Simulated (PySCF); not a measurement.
# C₅H₃F₂S+: runs on many settings, part 2 of 2

PySCF 2.14.0. Atoms count from 0.

### Step 5. Indirect couplings: mPW1PW91/cc-pVDZ

The job: settings as JSON, then the geometry in Å.

```
{"job": {"kind": "j", "xc": "mPW1PW91", "basis": "cc-pVDZ", "scf": {"guess": "vsap"}}, "charge": 1, "multiplicity": 1}
F     -2.356649     1.084618    -0.040906
C     -1.222402     0.418698    -0.018926
C     -1.289971    -0.964864     0.017350
S      0.059437    -1.966828     0.049669
C      1.346396    -0.885545     0.027266
C      1.196232     0.491469    -0.010732
F      2.288591     1.224268    -0.025831
C     -0.033716     1.142624    -0.033110
H     -2.256854    -1.452444     0.026353
H      2.340701    -1.314169     0.044767
H     -0.066340     2.224843    -0.061862
```

Level: mPW1PW91/cc-pVDZ indirect spin-spin coupling, non-relativistic, gas phase.

Output:

```text
final grid: 107112 points
cycle   1  E = -788.0753744460  dE =  8.835e-01  |g| = 2.499e+00  |ddm| = 7.299e+00
cycle   2  E = -782.5165482043  dE =  5.559e+00  |g| = 4.702e+00  |ddm| = 1.034e+01
cycle   3  E = -789.7635066881  dE = -7.247e+00  |g| = 5.781e-01  |ddm| = 7.793e+00
cycle   4  E = -789.7814077252  dE = -1.790e-02  |g| = 5.207e-01  |ddm| = 1.748e+00
cycle   5  E = -789.8547460630  dE = -7.334e-02  |g| = 1.220e-01  |ddm| = 9.248e-01
cycle   6  E = -789.8581652549  dE = -3.419e-03  |g| = 2.223e-02  |ddm| = 2.122e-01
cycle   7  E = -789.8582797194  dE = -1.145e-04  |g| = 1.003e-02  |ddm| = 4.760e-02
cycle   8  E = -789.8583035786  dE = -2.386e-05  |g| = 1.632e-03  |ddm| = 2.033e-02
cycle   9  E = -789.8583043124  dE = -7.337e-07  |g| = 6.020e-04  |ddm| = 3.199e-03
cycle  10  E = -789.8583043909  dE = -7.849e-08  |g| = 1.199e-04  |ddm| = 1.032e-03
cycle  11  E = -789.8583043941  dE = -3.236e-09  |g| = 4.099e-05  |ddm| = 2.227e-04
cycle  12  E = -789.8583043944  dE = -3.267e-10  |g| = 2.422e-05  |ddm| = 8.358e-05
converged SCF energy = -789.8583043944

Indirect spin-spin couplings (Hz)
  i      j    bonds     total        FC       PSO       DSO        SD
  0 F    1 C    1   -234.183  -204.182   -29.231     1.043    -1.814
  0 F    2 C    2     26.701    35.034   -12.762    -0.050     4.479
  0 F    3 S    3     -8.271    -4.339    -1.652    -0.090    -2.190
  0 F    4 C    4      7.958     3.362     0.287    -0.271     4.579
  0 F    5 C    3      5.942     4.460     2.907    -0.237    -1.187
  0 F    6 F    4     27.111    -1.636    25.766    -0.978     3.960
  0 F    7 C    2     22.796    33.794   -15.811    -0.067     4.879
  0 F    8 H    3     -0.255     2.669    -2.318     0.111    -0.716
  0 F    9 H    5     -1.555    -0.254     0.338    -1.419    -0.220
  0 F   10 H    3     -0.283     3.573    -3.146     0.077    -0.786
  1 C    2 C    1     91.940    98.039    -6.445     0.345         -
  1 C    3 S    2     -3.327    -3.184    -0.147     0.004         -
  1 C    4 C    3      4.409     4.158     0.198     0.053         -
  1 C    5 C    2      4.831     4.843    -0.094     0.082         -
  1 C    6 F    3      5.943     4.461     2.907    -0.237    -1.187
  1 C    7 C    1     94.920   100.809    -6.227     0.338         -
  1 C    8 H    2     -5.720    -4.639    -0.978    -0.103         -
  1 C    9 H    4     -1.264    -1.161     0.231    -0.334         -
  1 C   10 H    2     -6.154    -5.128    -0.923    -0.103         -
  2 C    3 S    1    -17.309    -8.636    -8.722     0.049         -
  2 C    4 C    2     -2.474    -0.913    -1.565     0.004         -
  2 C    5 C    3      4.407     4.156     0.198     0.052         -
  2 C    6 F    4      7.957     3.360     0.288    -0.271     4.579
  2 C    7 C    2      2.272     1.402     0.855     0.015         -
  2 C    8 H    1    183.503   183.037    -0.597     1.062         -
  2 C    9 H    3      4.456     5.071    -0.092    -0.523         -
  2 C   10 H    3      3.426     3.454     0.413    -0.442         -
  3 S    4 C    1    -17.312    -8.639    -8.722     0.049         -
  3 S    5 C    2     -3.327    -3.184    -0.147     0.004         -
  3 S    6 F    3     -8.272    -4.341    -1.651    -0.090    -2.190
  3 S    7 C    3      2.090     2.462    -0.370    -0.002         -
  3 S    8 H    2      7.492     9.113    -1.555    -0.066         -
  3 S    9 H    2      7.494     9.116    -1.555    -0.066         -
  3 S   10 H    4     -0.415    -0.316     0.018    -0.117         -
  4 C    5 C    1     91.952    98.051    -6.444     0.345         -
  4 C    6 F    2     26.732    35.065   -12.762    -0.050     4.479
  4 C    7 C    2      2.271     1.401     0.855     0.015         -
  4 C    8 H    3      4.455     5.070    -0.092    -0.523         -
  4 C    9 H    1    183.468   183.002    -0.597     1.062         -
  4 C   10 H    3      3.429     3.458     0.413    -0.442         -
  5 C    6 F    1   -234.221  -204.215   -29.234     1.043    -1.815
  5 C    7 C    1     94.928   100.817    -6.227     0.338         -
  5 C    8 H    4     -1.263    -1.160     0.231    -0.334         -
  5 C    9 H    2     -5.720    -4.639    -0.978    -0.103         -
  5 C   10 H    2     -6.156    -5.131    -0.922    -0.103         -
  6 F    7 C    2     22.794    33.796   -15.814    -0.067     4.879
  6 F    8 H    5     -1.553    -0.253     0.338    -1.419    -0.220
  6 F    9 H    3     -0.264     2.658    -2.318     0.111    -0.715
  6 F   10 H    3     -0.284     3.572    -3.146     0.076    -0.786
  7 C    8 H    3      2.961     3.035     0.384    -0.458         -
  7 C    9 H    3      2.961     3.035     0.384    -0.458         -
  7 C   10 H    1    174.197   173.705    -0.551     1.044         -
  8 H    9 H    4      1.330     2.366     1.070    -2.106         -
  8 H   10 H    4      0.400     1.010     1.268    -1.878         -
  9 H   10 H    4      0.399     1.010     1.268    -1.878         -
```

Run time: 54 s. Hardware: 1 thread of Intel Xeon at 2.50GHz, shared host; peak memory 0.72 GiB.

This basis has no tight s functions, so the Fermi-contact terms are rough.

A choice of the couplings up to four bonds, sorted by the number of bonds, with means over like pairs; isotopes 13C, 19F, 1H, 33S:

| pair | bonds | J (Hz) | Fermi contact (Hz) | dihedral (°) |
| --- | --- | --- | --- | --- |
| F0–C1 | 1 | -234.2 | -204.2 | – |
| C2–H8 | 1 | 183.5 | 183.0 | – |
| C7–H10 | 1 | 174.2 | 173.7 | – |
| C1–C7 | 1 | 94.9 | 100.8 | – |
| C1–C2 | 1 | 91.9 | 98.0 | – |
| C2–S3 | 1 | -17.3 | -8.6 | – |
| F0–C2 | 2 | 26.7 | 35.0 | – |
| F0–C7 | 2 | 22.8 | 33.8 | – |
| S3–H8 | 2 | 7.5 | 9.1 | – |
| C1–H10 | 2 | -6.2 | -5.1 | – |
| C1–H8 | 2 | -5.7 | -4.6 | – |
| C1–C5 | 2 | 4.8 | 4.8 | – |
| C1–S3 | 2 | -3.3 | -3.2 | – |
| C2–C4 | 2 | -2.5 | -0.9 | – |
| C2–C7 | 2 | 2.3 | 1.4 | – |
| F0–S3 | 3 | -8.3 | -4.3 | -180 |
| F0–C5 | 3 | 5.9 | 4.5 | 180 |
| C2–H9 | 3 | 4.5 | 5.1 | 180 |
| C1–C4 | 3 | 4.4 | 4.2 | – |
| C2–H10 | 3 | 3.4 | 3.5 | 180 |
| C7–H8 | 3 | 3.0 | 3.0 | 180 |
| S3–C7 | 3 | 2.1 | 2.5 | – |
| F0–F6 | 4 | 27.1 | -1.6 | – |
| F0–C4 | 4 | 8.0 | 3.4 | – |
| H8–H9 | 4 | 1.3 | 2.4 | – |
| C1–H9 | 4 | -1.3 | -1.2 | – |

The spin-dipole term was solved for some atoms only; pairs without it lack that part.

The response was solved for the nuclei of C, F, H alone, so couplings that need other nuclei can be missing.

Quadrupole couplings from the field gradients of the same density:

| atom | isotope | eQq/h (MHz) | η |
| --- | --- | --- | --- |
| S3 | 33S | -19.7 | 0.45 |

Joined with the shifts from before (PBE0/pcSseg-1, unscaled), the couplings predict the line list below for 600 MHz.

1H NMR δ 9.57 (d, J = 1.6 Hz, 2H), 8.99 (s, 1H). The letters are first-order; like nuclei with unlike couplings give more lines.

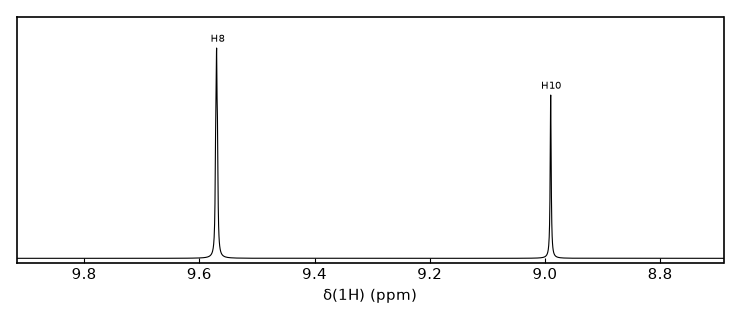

Simulated proton spectrum at 600 MHz, by exact diagonalisation of each spin system; lines 1.2 Hz wide, exchangeable protons uncoupled.

### Step 6. Shielding tensors: mPW1PW91/3-21G in cyclohexane

Settings changed since step 5:

```diff
@@ -1,2 +1,2 @@
-{"job": {"kind": "j", "xc": "mPW1PW91", "basis": "cc-pVDZ", "scf": {"guess": "vsap"}}, "charge": 1, "multiplicity": 1}
+{"job": {"kind": "nmr", "xc": "mPW1PW91", "basis": "3-21G", "solvent": "cyclohexane", "pop": false}, "charge": 1, "multiplicity": 1}
 F     -2.356649     1.084618    -0.040906
```

Level: GIAO mPW1PW91/3-21G NMR shielding, non-relativistic, IEF-PCM cyclohexane.

Output:

```text
coarse grid: 11088 points
cycle   1  E = -785.5839765247  dE =  1.554e+00  |g| = 6.237e-01  |ddm| = 4.050e+00
cycle   2  E = -785.5072789943  dE =  7.670e-02  |g| = 9.824e-01  |ddm| = 2.212e+00
cycle   3  E = -785.6712532717  dE = -1.640e-01  |g| = 7.693e-02  |ddm| = 1.241e+00
cycle   4  E = -785.6722113194  dE = -9.580e-04  |g| = 3.648e-02  |ddm| = 1.202e-01
cycle   5  E = -785.6725201304  dE = -3.088e-04  |g| = 1.143e-02  |ddm| = 5.690e-02
cycle   6  E = -785.6725546439  dE = -3.451e-05  |g| = 2.219e-03  |ddm| = 1.634e-02
cycle   7  E = -785.6725558965  dE = -1.253e-06  |g| = 8.236e-04  |ddm| = 3.754e-03
final grid: 107112 points
cycle   8  E = -785.7394116189  dE = -2.141e-05  |g| = 6.527e-03  |ddm| = 1.698e-02
cycle   9  E = -785.7393989645  dE =  1.265e-05  |g| = 1.001e-02  |ddm| = 1.926e-02
cycle  10  E = -785.7394217803  dE = -2.282e-05  |g| = 3.803e-04  |ddm| = 1.306e-02
cycle  11  E = -785.7394218019  dE = -2.159e-08  |g| = 1.916e-04  |ddm| = 5.993e-04
cycle  12  E = -785.7394218098  dE = -7.845e-09  |g| = 4.705e-05  |ddm| = 2.716e-04
cycle  13  E = -785.7394218103  dE = -4.929e-10  |g| = 1.919e-05  |ddm| = 7.206e-05
converged SCF energy = -785.7394218103

GIAO shielding tensors (ppm)
atom      isotropic    diamagn.    paramagn.     s11        s22        s33       span
  0 F      260.731     464.186    -203.455    168.962    223.965    389.265    220.303
  1 C       52.893     245.666    -192.773    -18.788     54.521    122.946    141.733
  2 C       71.862     265.284    -193.422    -23.557     46.171    192.971    216.527
  3 S      275.989    1052.392    -776.403     53.858     60.492    713.618    659.760
  4 C       71.803     265.276    -193.472    -23.614     46.054    192.970    216.584
  5 C       52.883     245.667    -192.785    -18.795     54.501    122.942    141.738
  6 F      260.699     464.181    -203.482    168.904    223.900    389.294    220.390
  7 C       85.185     254.088    -168.904     20.324     50.735    184.495    164.171
  8 H       23.325      28.633      -5.308     19.825     24.006     26.143      6.318
  9 H       23.319      28.625      -5.306     19.817     24.000     26.140      6.322
 10 H       24.587      28.418      -3.831     21.188     25.231     27.343      6.155
```

Wall time 15 s (1 thread of Intel Xeon at 2.50GHz, shared host); peak memory 0.51 GiB.

In short: σ C1 52.9, C2 71.8, C7 85.2, F0 260.7, H8 23.32, H10 24.59 ppm (means over like atoms).

### Step 7. Run by run: NMR shifts

Isotropic shieldings (ppm), means over like atoms, with basis size and wall time:

| run | C1 | C2 | C7 | H8 | H10 | F0 | S3 | functions | time |
| --- | --- | --- | --- | --- | --- | --- | --- | --- | --- |
| PBE0/pcSseg-1 | 8.4 | 36.1 | 45.9 | 22.15 | 22.73 | 230.9 | 129 | 158 | 46 s |
| mPW1PW91/3-21G in cyclohexane | 52.9 | 71.8 | 85.2 | 23.32 | 24.59 | 260.7 | 276 | 82 | 15 s |

### Step 8. Side by side: electronic excitations

Excitations and ground-state properties, with basis size and wall time:

| run | lowest singlet (eV) | brightest (eV) | f | gap (eV) | α (Å³) | functions | time |
| --- | --- | --- | --- | --- | --- | --- | --- |
| PBE0/def2-SVPD | 4.51 | 6.72 | 0.348 | 5.19 | 10.25 | 197 | 60 s |
| KT3/pcSseg-0 | 4.30 | 4.30 | 0.070 | 3.35 | 8.72 | 82 | 22 s |

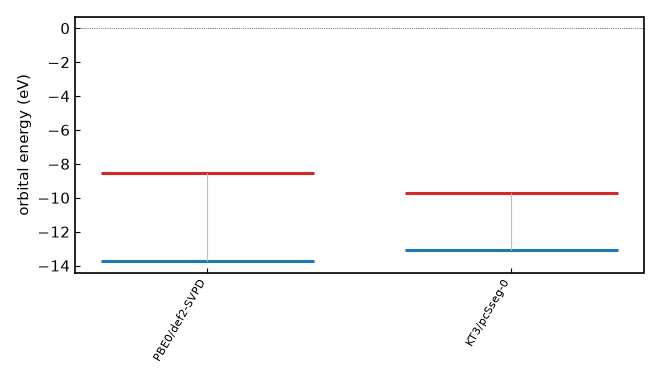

HOMO (blue) and LUMO (red) run by run.

### Step 9. Results

What follows sums up all 2 parts.

| quantity | value |
| --- | --- |
| 13C shifts against TMS (PBE0/pcSseg-1, means over atoms taken as alike) | 178.6, 150.8, 141.0 ppm |
| 1H shifts against TMS (PBE0/pcSseg-1, means over atoms taken as alike) | 9.57, 8.99 ppm |
| 19F shifts against CFCl3 (PBE0/pcSseg-1, means over atoms taken as alike) | -60.0 ppm |
| 33S shifts against CS2 (PBE0/pcSseg-1) | 375 ppm |
| lowest singlet (PBE0/def2-SVPD) | 4.51 eV (275 nm), f = 0.067 |
| brightest single state of those computed | state 5, 6.72 eV, f = 0.348 |
| lowest triplet | 2.96 eV |
| largest coupling of the table (mPW1PW91/cc-pVDZ) | 1J(F,C) F0–C1, -234.2 Hz |
| range of the shielding of S3 | 129 to 276 ppm |
| range of the lowest singlet | 4.30 to 4.51 eV |

Single values in the summary come from the first run of each kind that ended normally (PBE0/pcSseg-1; PBE0/def2-SVPD; mPW1PW91/cc-pVDZ), which need not be the best level. At PBE0/pcSseg-1: The widest tensor belongs to S3: span 648 ppm, with a paramagnetic part of -926 ppm. NICS(1)zz of -26 ppm above the planar ring from C1 marks a diatropic (aromatic) ring current. The lowest singlet, at 4.51 eV, is HOMO→LUMO 0.92 and is bright; of the 6 states computed, the strongest absorption comes from state 5 at 6.72 eV (the last state computed is bright too, and its partners may lie past the list). The lowest triplet lies 1.55 eV below the lowest singlet (triplets in Tamm-Dancoff, singlets in full TDDFT). Of the pairs tabulated at mPW1PW91/cc-pVDZ, F0–C1 (mean over like pairs) couples most strongly (-234.2 Hz; Fermi contact -204.2 Hz). Density functionals describe couplings to fluorine poorly, F–F couplings above all, so those rows are rough. Across the 2 runs the shielding of S3 moves most, between 129 (PBE0/pcSseg-1) and 276 ppm (mPW1PW91/3-21G in cyclohexane). The lowest singlet runs from 4.30 eV (KT3/pcSseg-0) to 4.51 eV (PBE0/def2-SVPD), while the orbital gap spans 3.35 to 5.19 eV. The lowest state need not be the same one in every run. The runs solved for a few states only, so the brightest column depends on that window. Couplings from bases without tight functions are rough.
